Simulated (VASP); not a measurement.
Band structure of TlI (space group Pm-3m). Level of theory: PBEsol GGA, VASP's PBE PAW potentials (set 64) (plane waves; VASP).

Unless said otherwise, spin-orbit coupling is left out, though it shifts the bands of the heavy elements here.

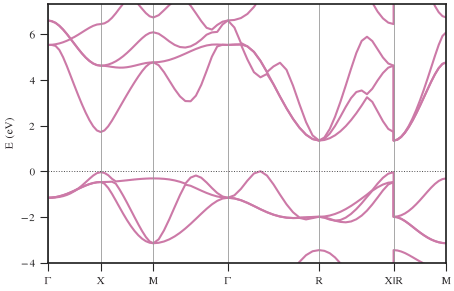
Fig. 1. Bands along high-symmetry lines, zero at the valence-band maximum or, without a gap, the Fermi level

Question: Read the plot: is there a gap, and where are the band edges?

Answer: The gap is indirect, 1.34 eV, from the valence maximum at Γ-R at 0.36 to the conduction minimum at R. (Edges off the drawn lines would not show.)

The structure comes from a computed database's TlI entry (Pm-3m); how it stands against other phases isn't given here. It was relaxed first, which changed the volume by -7 %.
